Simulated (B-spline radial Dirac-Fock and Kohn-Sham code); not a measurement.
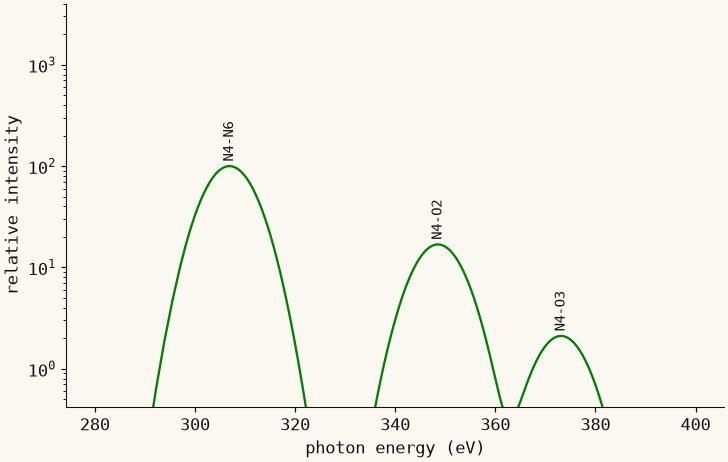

X-ray emission lines that fill an N4 (4d3/2) hole, broadened by a Gaussian of 11 eV full width, on a logarithmic intensity axis. System: the ion Bi⁴⁺ in the configuration [Xe] 4f14 5d10 6s1, inside a Watson sphere of charge −4 and radius 2.7 Å that stands in for a crystal. Method: independent-particle rates on relativistic LDA orbitals of the hole state (multipoles to L = 3), energies from Dirac–Fock ΔSCF (computed with a B-spline radial atomic code). Widths ruled by Coster–Kronig decay come out up to twice the measured ones in this model.

> Which line is the strongest, where is it and what share of the photons does it carry?

N4-N6 at 306.9 eV, 84.0 % of the radiative decays.

> How far apart are N4-N6 and N4-O2, and what is their intensity ratio?

41.6 eV apart, with N4-O2 at 0.17 of the intensity of N4-N6.

> What are the natural width, lifetime and fluorescence yield of the N4 hole?

Width 7.24 eV, lifetime 0.0909 fs, fluorescence yield 3.19 × 10⁻⁴.
